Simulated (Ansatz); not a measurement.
**Geometry relaxation of CH6FOPSi (part 1 of 2)**

- system: CH6FOPSi
- method: RKS PBE0-D4/def2-SVP (Ansatz 0.2.0)

It belongs to a series of runs on one base structure; here: end point A relaxed. Figures and captions count atoms from 1; the log counts them from 0 in places.

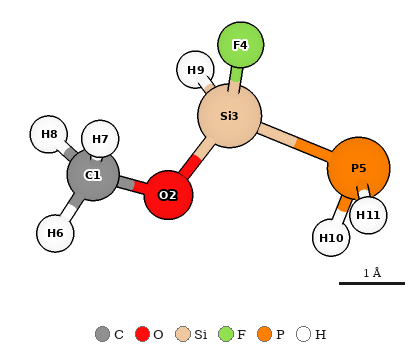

**Figure 1.** The input geometry (ball-and-stick view, seen at a tilt; atoms are numbered from 1 in the order of the input). Bond lengths as drawn: C–H 1.11 to 1.15 Å, C–O 1.35 Å, F–Si 1.61 Å, H–P 1.38 to 1.44 Å, H–Si 1.47 Å, O–Si 1.63 Å and P–Si 2.22 Å.

Input:
```yaml
crystal:
  periodic: [false, false, false]
  atoms:
    - { symbol: C, position_ang: [-1.4889, 0.8654, -0.4982] }
    - { symbol: O, position_ang: [-0.6378, -0.177, -0.3732] }
    - { symbol: Si, position_ang: [0.8719, 0.1577, 0.1449] }
    - { symbol: F, position_ang: [0.8734, 1.1141, 1.4408] }
    - { symbol: P, position_ang: [1.8524, -1.76, 0.7016] }
    - { symbol: H, position_ang: [-2.4875, 0.5315, -0.8853] }
    - { symbol: H, position_ang: [-1.7044, 1.3946, 0.459] }
    - { symbol: H, position_ang: [-1.1323, 1.6634, -1.2417] }
    - { symbol: H, position_ang: [1.6738, 0.856, -0.8681] }
    - { symbol: H, position_ang: [1.4625, -2.4747, -0.4068] }
    - { symbol: H, position_ang: [0.7823, -2.228, 1.5476] }
basis:
  gaussian: { orbitals: def2-SVP }
hamiltonian:
  xc: pbe0
  dispersion: d4
relax:
  f_tol: 0.015
  max_steps: 40
output:
  orbitals: {}
```

Launch command:
```bash
ansatz run input.yaml --threads 2 --pin off --max-ram 3072MiB --backend cpu --events-out ev --progress --plain --runs-dir out
```

What the program printed:
```
The last accepted step is kept in [file] (removed where the run ends without a failure and the disk answers)
Engine: ansatz 0.2.0, x86_64-unknown-linux-gnu
Functional definition: PBE0
  parameter a = 0.25
  parameter kappa = 0.804
  parameter beta = 0.06672455060314922
  exchange = (1 - a)*pbe_x(kappa = kappa, mu = beta*pi^2/3) + a*exact_x
  correlation = pbe_c(beta = beta)
1114 factors; integrals over basis functions are off by at most 3.4e-4 eV
mean field evaluation 1: about -23040.0809 eV, gradient 4.8e1 eV
mean field evaluation 2: about -23035.7569 eV, gradient 6.9e1 eV
mean field evaluation 4: about -23044.3962 eV, gradient 2.6e0 eV
mean field evaluation 8: about -23044.4212 eV, gradient 3.5e-2 eV
mean field -23044.42116759 eV, -846.8668578393 hartree, gradient 3.3e-5 eV, S^2 0.000000; 0 other end points of the search recorded, 0 dependent functions left out
the calculation of the forces begins
reference -23044.42119388 eV, -846.8668588056 hartree; 29, 29 occupied and 79, 79 virtual orbitals, 1114 factors
relax step   1: F+E_penalty+E_count = -23044.62454142 eV  Δ(F+E_penalty+E_count) = +0.000e0 eV  max|allowed force component| = 2.435e0 eV/Å  Δτ_max = 0.0000 Å  (25 SCF iters, accepted)
these checks for a lower state are left out or cut short: starts, cluster_reference, orbital_swaps, neighbouring_geometries, increment
1114 factors; integrals over basis functions are off by at most 3.4e-4 eV
mean field evaluation 16: about -23044.4807 eV, gradient 6.5e0 eV
mean field -23044.60209324 eV, -846.8735067343 hartree, gradient 1.6e-5 eV, S^2 0.000000; 0 other end points of the search recorded, 0 dependent functions left out
the calculation of the forces begins
reference -23044.60211967 eV, -846.8735077054 hartree; 29, 29 occupied and 79, 79 virtual orbitals, 1114 factors
relax step   2: F+E_penalty+E_count = -23044.80441522 eV  Δ(F+E_penalty+E_count) = -1.799e-1 eV  max|allowed force component| = 1.097e0 eV/Å  Δτ_max = 0.1099 Å  (27 SCF iters, accepted)
these checks for a lower state are left out or cut short: starts, cluster_reference, orbital_swaps, neighbouring_geometries, increment
1114 factors; integrals over basis functions are off by at most 3.5e-4 eV
mean field -23044.65374460 eV, -846.8754048866 hartree, gradient 6.4e-6 eV, S^2 0.000000; 0 other end points of the search recorded, 0 dependent functions left out
the calculation of the forces begins
reference -23044.65377140 eV, -846.8754058714 hartree; 29, 29 occupied and 79, 79 virtual orbitals, 1114 factors
relax step   3: F+E_penalty+E_count = -23044.85572586 eV  Δ(F+E_penalty+E_count) = -5.131e-2 eV  max|allowed force component| = 3.458e-1 eV/Å  Δτ_max = 0.0914 Å  (28 SCF iters, accepted)
these checks for a lower state are left out or cut short: starts, cluster_reference, orbital_swaps, neighbouring_geometries, increment
1114 factors; integrals over basis functions are off by at most 3.4e-4 eV
mean field evaluation 32: about -23044.6663 eV, gradient 1.4e-1 eV
mean field -23044.66639438 eV, -846.8758697574 hartree, gradient 2.0e-5 eV, S^2 0.000000; 0 other end points of the search recorded, 0 dependent functions left out
the calculation of the forces begins
reference -23044.66642154 eV, -846.8758707555 hartree; 29, 29 occupied and 79, 79 virtual orbitals, 1114 factors
relax step   4: F+E_penalty+E_count = -23044.86818810 eV  Δ(F+E_penalty+E_count) = -1.246e-2 eV  max|allowed force component| = 3.642e-1 eV/Å  Δτ_max = 0.1062 Å  (28 SCF iters, accepted)
these checks for a lower state are left out or cut short: starts, cluster_reference, orbital_swaps, neighbouring_geometries, increment
1114 factors; integrals over basis functions are off by at most 3.5e-4 eV
mean field -23044.67250737 eV, -846.8760944056 hartree, gradient 7.6e-6 eV, S^2 0.000000; 0 other end points of the search recorded, 0 dependent functions left out
the calculation of the forces begins
reference -23044.67253446 eV, -846.8760954013 hartree; 29, 29 occupied and 79, 79 virtual orbitals, 1114 factors
relax step   5: F+E_penalty+E_count = -23044.87441505 eV  Δ(F+E_penalty+E_count) = -6.227e-3 eV  max|allowed force component| = 1.355e-1 eV/Å  Δτ_max = 0.0183 Å  (28 SCF iters, accepted)
these checks for a lower state are left out or cut short: starts, cluster_reference, orbital_swaps, neighbouring_geometries, increment
1114 factors; integrals over basis functions are off by at most 3.4e-4 eV
mean field -23044.67496451 eV, -846.8761847040 hartree, gradient 6.1e-6 eV, S^2 0.000000; 0 other end points of the search recorded, 0 dependent functions left out
the calculation of the forces begins
reference -23044.67499172 eV, -846.8761857040 hartree; 29, 29 occupied and 79, 79 virtual orbitals, 1114 factors
relax step   6: F+E_penalty+E_count = -23044.87675304 eV  Δ(F+E_penalty+E_count) = -2.338e-3 eV  max|allowed force component| = 1.525e-1 eV/Å  Δτ_max = 0.0509 Å  (28 SCF iters, accepted)
these checks for a lower state are left out or cut short: starts, cluster_reference, orbital_swaps, neighbouring_geometries, increment
1114 factors; integrals over basis functions are off by at most 3.4e-4 eV
mean field -23044.67539669 eV, -846.8762005865 hartree, gradient 6.6e-6 eV, S^2 0.000000; 0 other end points of the search recorded, 0 dependent functions left out
the calculation of the forces begins
reference -23044.67542400 eV, -846.8762015900 hartree; 29, 29 occupied and 79, 79 virtual orbitals, 1114 factors
relax step   7: F+E_penalty+E_count = -23044.87725952 eV  Δ(F+E_penalty+E_count) = -5.065e-4 eV  max|allowed force component| = 1.789e-1 eV/Å  Δτ_max = 0.0399 Å  (28 SCF iters, accepted)
these checks for a lower state are left out or cut short: starts, cluster_reference, orbital_swaps, neighbouring_geometries, increment
1114 factors; integrals over basis functions are off by at most 3.4e-4 eV
mean field evaluation 64: about -23044.6771 eV, gradient 7.5e-6 eV
mean field -23044.67709836 eV, -846.8762631217 hartree, gradient 7.5e-6 eV, S^2 0.000000; 0 other end points of the search recorded, 0 dependent functions left out
the calculation of the forces begins
reference -23044.67712566 eV, -846.8762641250 hartree; 29, 29 occupied and 79, 79 virtual orbitals, 1114 factors
relax step   8: F+E_penalty+E_count = -23044.87894009 eV  Δ(F+E_penalty+E_count) = -1.681e-3 eV  max|allowed force component| = 4.415e-2 eV/Å  Δτ_max = 0.0267 Å  (27 SCF iters, accepted)
these checks for a lower state are left out or cut short: starts, cluster_reference, orbital_swaps, neighbouring_geometries, increment
1114 factors; integrals over basis functions are off by at most 3.4e-4 eV
mean field -23044.67770261 eV, -846.8762853273 hartree, gradient 7.6e-6 eV, S^2 0.000000; 0 other end points of the search recorded, 0 dependent functions left out
the calculation of the forces begins
reference -23044.67772996 eV, -846.8762863323 hartree; 29, 29 occupied and 79, 79 virtual orbitals, 1114 factors
relax step   9: F+E_penalty+E_count = -23044.87959005 eV  Δ(F+E_penalty+E_count) = -6.500e-4 eV  max|allowed force component| = 1.169e-2 eV/Å  Δτ_max = 0.0193 Å  (28 SCF iters, accepted)
```

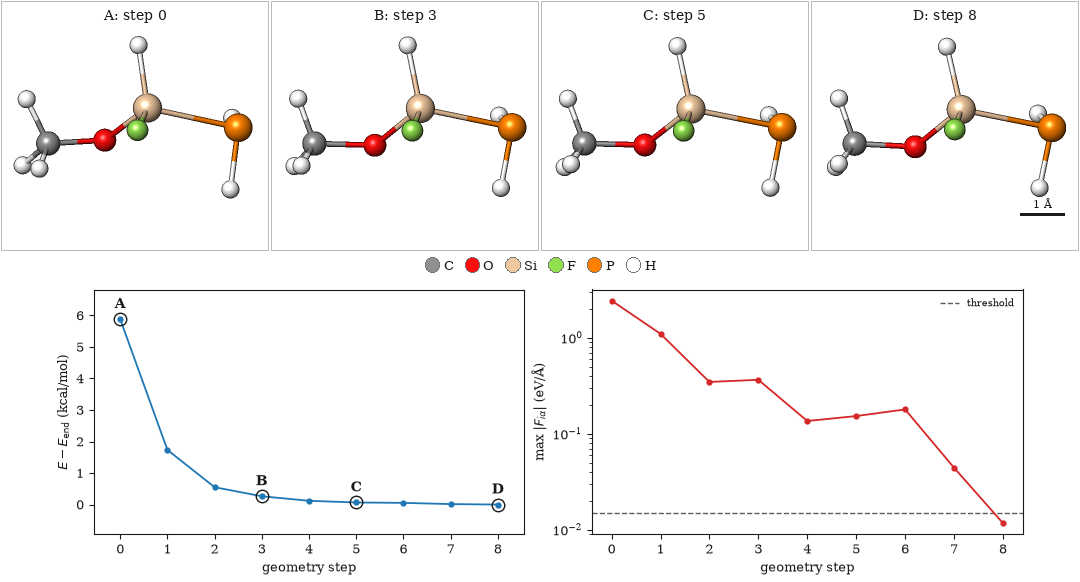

**Figure 2.** Frames of the relaxation (ball-and-stick view, seen at a tilt) above the curves, on which the letters mark them (the first geometry is step 0 here and step 1 in the log).

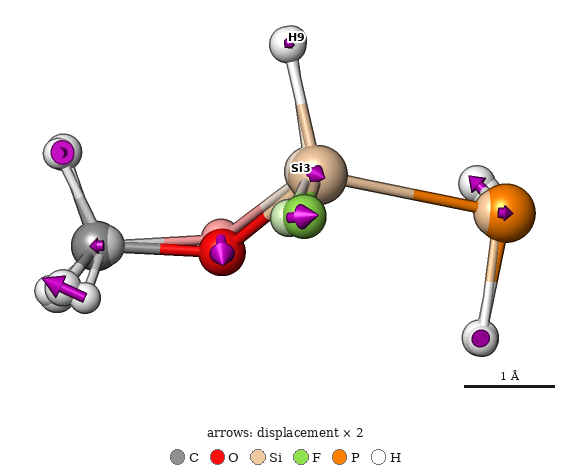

**Figure 3.** Start (faint) and end (solid) with the displacements as pink arrows, magnified 2 times (ball-and-stick view, seen at a tilt). The two geometries are laid on each other by the best rigid fit. After 8 geometry steps the energy has fallen by 5.88 kcal/mol. Largest force component: 2.4 eV/Å at the start, 0.012 eV/Å at the end. The largest moves after the best rigid fit, 0.27 Å, are those of O2 and H7. By element the largest moves are H 0.27 Å, O 0.27 Å, F 0.21 Å, Si 0.12 Å, P 0.09 Å, C 0.08 Å. Among the contacts that change: C1–O2 1.352 → 1.406 Å, P5–H10 1.375 → 1.430 Å, C1–H8 1.148 → 1.105 Å, Si3–H9 1.469 → 1.491 Å. Among the angles that change: C1–O2–Si3 117.0° → 125.5°, Si3–P5–H10 97.0° → 91.4°, Si3–P5–H11 95.7° → 91.9°. (Atoms are counted from 1 in the order of the input.)

```
1114 factors; integrals over basis functions are off by at most 3.4e-4 eV
mean field -23044.67770261 eV, -846.8762853273 hartree, gradient 7.6e-6 eV, S^2 0.000000; 1 other end points of the search recorded, 0 dependent functions left out
the calculation of the forces begins
reference -23044.67772996 eV, -846.8762863323 hartree; 29, 29 occupied and 79, 79 virtual orbitals, 1114 factors
Total energy: -23044.87961740 eV, -846.8837055590 hartree
Atom 0 at    -1.552988     0.907034    -0.531044 Å, force     0.011687    -0.005980    -0.000736 eV/Å
Atom 1 at    -0.655859    -0.094318    -0.119073 Å, force    -0.009114     0.009117     0.001149 eV/Å
Atom 2 at     0.934017     0.137037     0.249043 Å, force    -0.001238     0.009453    -0.001050 eV/Å
Atom 3 at     1.039141     1.088580     1.563815 Å, force    -0.001966    -0.006528    -0.006402 eV/Å
Atom 4 at     1.903308    -1.826965     0.721246 Å, force     0.006853    -0.004453     0.000768 eV/Å
Atom 5 at    -2.478872     0.426778    -0.880024 Å, force    -0.000280    -0.001344    -0.000119 eV/Å
Atom 6 at    -1.806578     1.587148     0.299678 Å, force    -0.001396     0.001515    -0.000252 eV/Å
Atom 7 at    -1.145308     1.511420    -1.362091 Å, force     0.000082    -0.004756     0.005751 eV/Å
Atom 8 at     1.623482     0.866344    -0.853405 Å, force     0.000040    -0.001365     0.002026 eV/Å
Atom 9 at     1.449529    -2.387294    -0.513350 Å, force    -0.001394     0.001792     0.001855 eV/Å
Atom 10 at     0.755527    -2.272764     1.445805 Å, force    -0.003275     0.002548    -0.002990 eV/Å
Dipole moment:    -0.282678     0.033743    -0.327147 e Å
```
